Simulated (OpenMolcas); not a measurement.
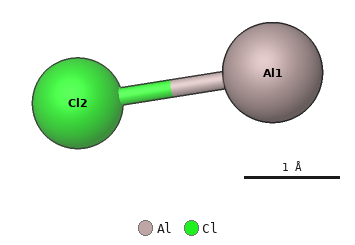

Fig. 1: The structure as given in the input (ball-and-stick view, seen at a tilt; atoms are numbered from 1 in the order of the input). Sticks mark near contacts.

Excited-state calculation of AlCl (part 1 of 2)

System: AlCl (aluminium monochloride).
Method: FCI/STO-3G, RHF (OpenMolcas 26.06).

Input file:
```
>>> EXPORT MOLCAS_PRINT=2
&GATEWAY
BASLIB=$CurrDir
COORD=mol.xyz
BASIS=STO-3G
GROUP=NoSym
&SEWARD
&RASSCF
FILEORB=$CurrDir/step1.ScfOrb
SPIN=1
NACTEL=10 0 0
INACTIVE=10
RAS2=8
CIROOT=4 4 1
ORBLISTING=Nothing
ORBAPPEAR=Compact
CIONLY
&RASSI
NROFJOBIPHS=1 all
```

File mol.xyz:
```
2

Al     0.000000     0.000000     0.000000
Cl     0.000000     0.000000     2.130113
```

Launch command:
```bash
export MOLCAS_MEM=1860
pymolcas step3.inp > step3.log
```

Log:
```
--- Start Module: gateway ---

                                              &GATEWAY

                       available to each process: 1.9 GB of memory, 1 thread

 Basis Set     1 Label: AL.STO-3G
 Basis set is read from library:.
 basistype.tbl is not found

 Basis Set     2 Label: CL.STO-3G
 Basis set is read from library:.
 basistype.tbl is not found

++    Symmetry information:
      ---------------------

                    Character Table for C1

                             E
                    a        1  x, y, xy, Rz, z, xz, Ry, yz, Rx, I
--

++    Basis set information:
      ----------------------

      Basis set label: AL.STO-3G.........

      Electronic valence basis set:
      ------------------
      Associated Effective Charge  13.000000 au
      Associated Actual Charge     13.000000 au
      Nuclear Model: Point charge

      Shell  nPrim  nBasis  Cartesian Spherical Contaminant
         s       9       3        X
         p       6       2        X

      Basis set label: CL.STO-3G.........

      Electronic valence basis set:
      ------------------
      Associated Effective Charge  17.000000 au
      Associated Actual Charge     17.000000 au
      Nuclear Model: Point charge

      Shell  nPrim  nBasis  Cartesian Spherical Contaminant
         s       9       3        X
         p       6       2        X
--

++    Molecular structure info:
      -------------------------

                    ************************************************
                    **** Cartesian Coordinates / bohr, angstrom ****
                    ************************************************

     Center  Label                x              y              z                     x              y              z
        1      AL1              0.000000       0.000000       0.000000              0.000000       0.000000       0.000000
        2      CL2              0.000000       0.000000       4.025330              0.000000       0.000000       2.130113
--

            Nuclear Potential Energy             54.90232844 au

--- Stop Module: gateway /rc=_RC_ALL_IS_WELL_ ---

--- Start Module: seward ---

                                              &SEWARD

                       available to each process: 1.9 GB of memory, 1 thread

               SEWARD will generate:
                  Multipole Moment integrals up to order  2
                  Kinetic Energy integrals
                  Nuclear Attraction integrals (point charge)
                  One-Electron Hamiltonian integrals
                  Velocity integrals
                  Orbital angular momentum around (  0.0000   0.0000   2.2722 )
                  Velocity quadrupole around (  0.0000   0.0000   2.2722 )
                  Two-Electron Repulsion integrals

                   Integrals are discarded if absolute value <: 1.00E-14
                   Integral cutoff threshold is set to       <: 1.00E-16

            Nuclear Potential Energy             54.90232844 au

      Basis set specifications :
      Symmetry species         a
      Basis functions           18

--- Stop Module: seward /rc=_RC_ALL_IS_WELL_ ---

--- Start Module: rasscf ---

                                              &RASSCF

                       available to each process: 1.9 GB of memory, 1 thread

      Header of the ONEINT file:
      --------------------------

      OrdInt status: non-squared

      Cartesian coordinates in angstrom:
      -----------------------------------------------------
      No.  Label        X            Y            Z
      -----------------------------------------------------
       1   AL1        0.00000000   0.00000000   0.00000000
       2   CL2        0.00000000   0.00000000   2.13011300
      -----------------------------------------------------
      Nuclear repulsion energy =   54.90232844

++    Wave function specifications:
      -----------------------------

      Number of closed shell electrons          20
      Number of electrons in active shells      10
      Max number of holes in RAS1 space          0
      Max nr of electrons in RAS3 space          0
      Number of inactive orbitals               10
      Number of active orbitals                  8
      Number of secondary orbitals               0
      Spin quantum number                      0.0
      State symmetry                             1
--

++    Orbital specifications:
      -----------------------

      Symmetry species                           1
                                                 a
      Frozen orbitals                            0
      Inactive orbitals                         10
      Active orbitals                            8
      RAS1 orbitals                              0
      RAS2 orbitals                              8
      RAS3 orbitals                              0
      Secondary orbitals                         0
      Deleted orbitals                           0
      Number of basis functions                 18
--

++    CI expansion specifications:
      ----------------------------

      Number of CSFs                          1176
      Number of spin combinations             1596
      Number of determinants                  3136
      Number of root(s) required                 4
      Root chosen for geometry opt.              4
      CI roots used                              1     2     3     4
      weights                                0.250 0.250 0.250 0.250
      highest root included in the CI            4
      max. size of the explicit Hamiltonian    200
--

++    Optimization specifications:
      ----------------------------

      RASSCF algorithm: Conventional
      Maximum number of macro iterations       200
      Maximum number of SX iterations          100
      Threshold for RASSCF energy            1.000E-08
      Threshold for max MO rotation          1.000E-01
      Threshold for max BLB element          1.000E-04
      Level shift parameter                  5.000E-01
      Make Quasi-Newton update
--

      The MO-coefficients are taken from the file:
      step1.ScfOrb
      Title: SCF orbitals

      Total molecular charge    0.00

      ************************************************************************************************************************
      *                                            Wave function control section                                             *
      ************************************************************************************************************************

                                         CASCI only, no orbital optimization will be done.
                                         -------------------------------------------------

          iter iter root      energy       change     param      element    value   shift minimum  type update hh:mm:ss
 Nr of preliminary CI iterations:   9
        1   1    0    0  -693.46358863    0.00E+00   0.00E+00    8  18 1 -3.02E-02*  0.00   0.00    SX    NO    0:00:00

      ************************************************************************************************************************
                                                      Wave function printout:
                       occupation of active orbitals, and spin coupling of open shells (u,d: Spin up or down)
      ************************************************************************************************************************

      Note: transformation to natural orbitals
      has been made, which may change the order of the CSFs.

      printout of CI-coefficients larger than  0.05 for root  1
      energy=    -693.695199
      conf/sym  11111111     Coeff  Weight
             1  22222000   0.97500 0.95062
             3  22220200  -0.10125 0.01025
             6  22220020  -0.10125 0.01025
            10  22220002  -0.06654 0.00443
            52  2u22d200  -0.08230 0.00677
            57  2u22d020  -0.08230 0.00677

      printout of CI-coefficients larger than  0.05 for root  2
      energy=    -693.410840
      conf/sym  11111111     Coeff  Weight
             2  2222ud00   0.88659 0.78603
             4  2222u0d0   0.38023 0.14457
            51  2u222d00  -0.13251 0.01756
            53  2u2220d0  -0.05683 0.00323
            58  2u220d20  -0.06897 0.00476
            60  2u22du0d  -0.12566 0.01579
            61  2u22ud0d   0.06594 0.00435
            63  2u22d0ud  -0.05389 0.00290

      printout of CI-coefficients larger than  0.05 for root  3
      energy=    -693.410840
      conf/sym  11111111     Coeff  Weight
             2  2222ud00  -0.38023 0.14457
             4  2222u0d0   0.88659 0.78603
            51  2u222d00   0.05683 0.00323
            53  2u2220d0  -0.13251 0.01756
            56  2u2202d0   0.06897 0.00476
            60  2u22du0d   0.05389 0.00290
            63  2u22d0ud  -0.12566 0.01579
            65  2u22u0dd   0.06594 0.00435

      printout of CI-coefficients larger than  0.05 for root  4
      energy=    -693.337476
      conf/sym  11111111     Coeff  Weight
             5  22220ud0   0.05616 0.00315
            11  222u2d00  -0.66466 0.44178
            18  222u0d20  -0.07479 0.00559
            20  222udu0d  -0.08244 0.00680
            21  222uud0d   0.15490 0.02399
            33  22u220d0   0.66466 0.44178
            36  22u202d0  -0.07479 0.00559
            43  22u2d0ud   0.08244 0.00680
            45  22u2u0dd  -0.15490 0.02399
            92  22202ud0  -0.05823 0.00339
           111  22ud2200   0.05605 0.00314
           114  22ud2020   0.05605 0.00314
           172  22022ud0  -0.05823 0.00339
           308  2u2udd20   0.05329 0.00284
           337  2uu2d2d0   0.05329 0.00284

      Natural orbitals and occupation numbers for root  1
      sym 1:   1.999909   1.991831   1.997121   1.997121   1.916933   0.040298   0.040298   0.016490

      Natural orbitals and occupation numbers for root  2
      sym 1:   1.999299   1.949671   1.997654   1.997028   0.999188   1.001241   0.020035   0.035884

      Natural orbitals and occupation numbers for root  3
      sym 1:   1.999299   1.949671   1.997028   1.997654   0.999188   0.020035   1.001241   0.035884

      Natural orbitals and occupation numbers for root  4
      sym 1:   1.999675   1.998551   1.501737   1.501737   1.929135   0.526024   0.526024   0.017118

      ************************************************************************************************************************
      *                                                    Final results                                                     *
      ************************************************************************************************************************

++    Final optimization conditions:
      ------------------------------

      Average CI energy                            -693.46358863
      RASSCF energy for state  4                   -693.33747594
      Super-CI energy                                 0.00000000
      RASSCF energy change                            0.00000000
      Max change in MO coefficients               0.000E+00
      Max non-diagonal density matrix element     0.000E+00
      Maximum BLB matrix element                 -3.022E-02
      (orbital pair   8,  18 in symmetry   1)
      Norm of electronic gradient            7.463E-02
--

      Final state energy(ies):
      ------------------------

::    RASSCF root number  1 Total energy:   -693.69519937
::    RASSCF root number  2 Total energy:   -693.41083961
::    RASSCF root number  3 Total energy:   -693.41083961
::    RASSCF root number  4 Total energy:   -693.33747594
      Von Neumann Entropy (Root   1) =  0.35283

      Mulliken population analysis for root number:  1
      -----------------------------------------------

++    Molecular charges:
      ------------------

      Mulliken charges per centre
      ---------------------------

                AL1     CL2
      Total   12.4324 17.5676

      N-E      0.5676 -0.5676

      Total electronic charge=   30.000000

      Total            charge=   -0.000000
--

      Expectation values of various properties for root number:  1
      -----------------------------------------------------------

++    Molecular properties:
      ---------------------
```
